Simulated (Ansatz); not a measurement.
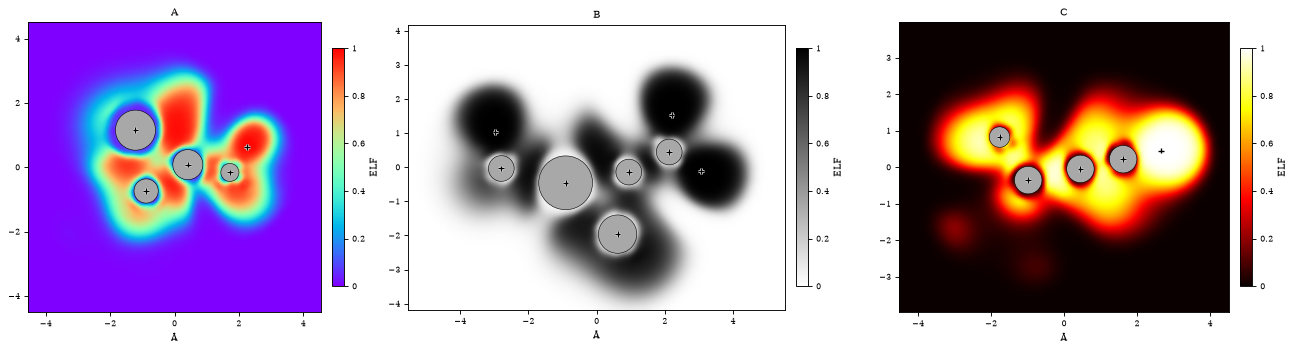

The electron localisation function of 3 systems, each on a plane through atoms (crosses mark nuclei in the plane; grey discs cover the cores).

Method: RKS PBE0-D4/def2-TZVPP in Ansatz.

System 1: C$_{3}$H$_{5}$AlS (SMILES C=[C]1[S][Al]1[CH3]), the plane of atoms C2, S3 and Al4. Geometry: PBE0-D4/def2-TZVP.

```xyz
10

C    -0.6813   -1.3009   -2.1545
C    -0.2326   -0.9619   -0.9555
S     0.4910   -2.0947    0.3140
Al    0.2493    0.0161    0.5737
C     0.4684    1.5609    1.7140
H    -1.0861   -0.5415   -2.8160
H    -0.6669   -2.3231   -2.5234
H     0.1994    2.4838    1.1967
H    -0.1626    1.4682    2.6019
H     1.5045    1.6422    2.0519
```

System 2: C$_{4}$H$_{6}$O (SMILES C#CC(C)O), the plane of atoms C2, C3 and O5. Geometry: PBE0-D4/def2-TZVP.

```csv
atom,x (Å),y (Å),z (Å)
C,-1.0335,1.9385,-0.6963
C,-0.4315,0.9164,-0.5113
C,0.2970,-0.3369,-0.3130
C,0.6501,-0.5628,1.1439
O,-0.4626,-1.4539,-0.7411
H,-1.5698,2.8444,-0.8535
H,1.2279,-0.2733,-0.8965
H,1.1912,-1.5052,1.2410
H,-0.2594,-0.6135,1.7436
H,1.2761,0.2491,1.5156
H,-0.8202,-1.2597,-1.6118
```

System 3: CH$_{7}$BOSi$_{2}$ (SMILES OB1[SiH2]C1[SiH3]), the plane of atoms B2, C4 and Si3. Geometry: PBE0-D4/def2-TZVP.

```xyz
12

O    -1.7574    1.6313    0.7630
B    -1.0423    0.5176    0.5537
Si   -0.7286   -1.4018    0.4393
C     0.4366    0.1150    0.5979
Si    1.3651    0.3810   -0.9925
H    -2.7056    1.4898    0.6985
H    -0.8682   -2.2588    1.6435
H    -0.5345   -2.2085   -0.7904
H     1.0707    0.3298    1.4596
H     1.8617    1.7788   -1.1108
H     0.4545    0.1156   -2.1407
H     2.5249   -0.5450   -1.0872
```

Which map belongs to which system?

Answer. Panel A is system 3, CH$_{7}$BOSi$_{2}$: the plane holds O, B, Si, C and H. B–O (1.34 Å): the ELF peaks at about 0.90 between the atoms (a short, strongly polar bond). Panel B is system 1, C$_{3}$H$_{5}$AlS: the plane holds C, S, Al and H. C–C (1.32 Å): the ELF peaks at about 0.95 between the atoms; a multiple bond. Panel C is system 2, C$_{4}$H$_{6}$O: the plane holds C, O and H. C–C (1.20 Å): the ELF peaks at about 0.80 between the atoms; a short, multiple covalent bond.
